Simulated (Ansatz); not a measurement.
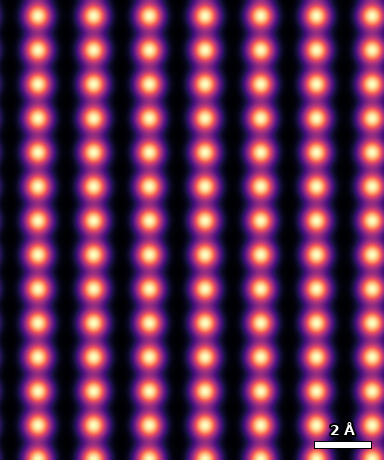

HAADF-like image of a crystal. Simulated incoherent Z contrast: every atom adds Z^1.7 spread by a probe of 0.83 Å full width; channelling and multiple scattering are left out. The probe carries 25 % of its weight in a tail 2.5 times as wide.

Measure the repeat of the pattern.

The pattern repeats on a rectangular net of 1.2 × 2.0 Å.

Which plane group does this projection have?

p2mm: mirror lines in two perpendicular directions, with twofold points where they cross.

How many columns does the smallest repeating cell hold, and how many levels of brightness?

1 column in the primitive cell of 2.5 Å², all of one brightness.

The crystal is Cu (Fm-3m, No. 225) seen along [211]. Structure: the geometry given to an electronic-structure calculation, possibly off equilibrium.
